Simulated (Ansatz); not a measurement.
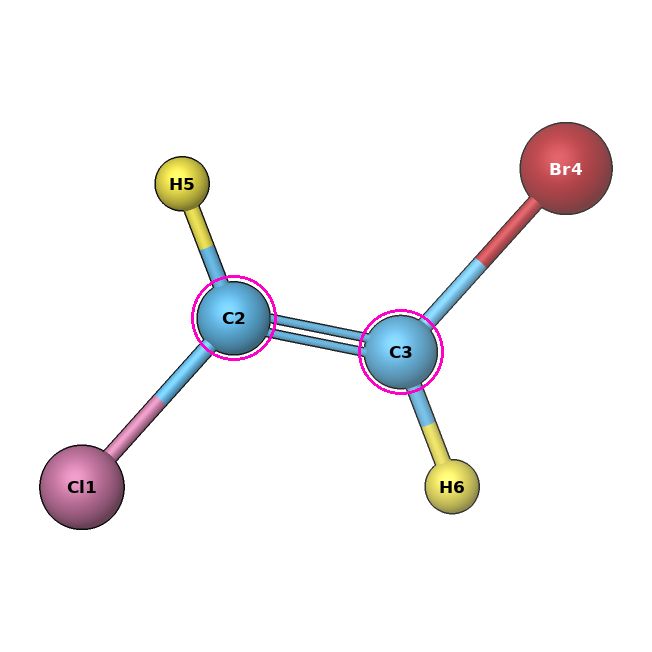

Distant atoms are faded towards the background colour. Circles mark the stereogenic atoms. The computed structure is the end point of a PBE-D4/def2-SVP optimisation. No frequency run is at hand to confirm it as a minimum.

Q: What are the Cahn–Ingold–Prelog descriptors?

A: C2=C3: E.

Q: Give a SMILES with the stereochemistry.

A: Cl/C=C/Br
